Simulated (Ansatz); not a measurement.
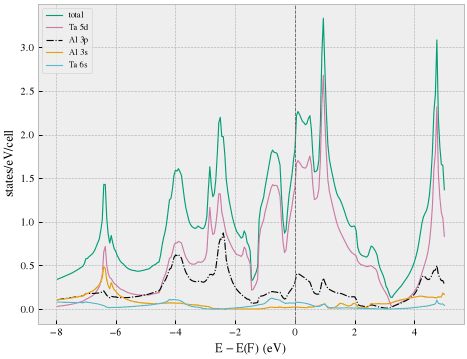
Fig. 1. Total and projected density of states of TaAl (CsCl type, Pm-3m), r²SCAN (plane waves, PAW; program Ansatz)

Q: Which orbitals carry the states next to the Fermi level?

A: Within 0.5 eV of the Fermi level: Ta 5d 76 %, Al 3p 16 %. Projections are on Löwdin-orthogonalised atomic valence shells; empty p or d shells of many metals are not among them.

Q: Where is the tallest occupied peak in this window, and what makes it?

A: Near -2.5 eV, about 2.2 states/eV per cell; the largest projected share is Ta 5d.

The start of the workflow was typed in or built on a structure type; neither database checked (COD, Materials Project) lists it. Its standing as an ambient phase is unchecked. The cell was relaxed with r²SCAN under the symmetry of its start. At this level the phase is mechanically unstable. The run is not spin-polarised. Scalar-relativistic: spin–orbit coupling is off unless named, which matters more the heavier the elements.

Potentials: the later of the program's two PAW sets.
